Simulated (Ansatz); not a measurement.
Electronic density of states of amorphous hafnia (Hf₁₈O₃₅), density 9.74 g/cm³, on a 2×2×2 Γ-centred mesh with a Gaussian width of 0.1 eV; energies count from the Fermi level, whose place inside the gap is arbitrary. Cell and mesh are small, so fine structure isn't converged. Computed with PBE, scalar-relativistic without spin-orbit coupling (plane waves to 420 eV, PAW; Ansatz, an electronic-structure program). Sampling: a 2×2×2 Γ-centred mesh; Fermi-Dirac width 0.02 eV; no spin polarisation. The usual formal charges leave 2 electrons over, so the level spacing at the Fermi energy parts defect or band states and needn't be the band gap.

The cell was made by melting and quenching with the CHGNet potential and then relaxed with DFT. O atoms were pushed apart under 1.9 Å during the dynamics, to hinder bonds among them. The hot cell started wider than the set density and was brought back towards it in steps. It is the lowest in DFT energy of 4 quenches. It is a model cell: composition and starting density were chosen by hand, and all elements were melted together. No dispersion term was used. A short ab initio anneal came between quench and relaxation. Its density started from a set value of 9.32 and ended at 9.74 g/cm³. The simulated quench (nominally 120 K/ps over its main leg) is rapid and tends to freeze in more defects than a deposited or slowly cooled glass has. One small periodic cell is one sample of the glass; other quenches scatter about these values. Volume and shape were free in the relaxation.

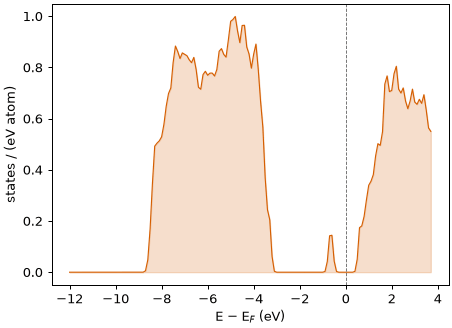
Figure: Density of states per atom

The level spacing at the Fermi energy on this mesh is 1.18 eV; the broadening fills part of it in the curve.
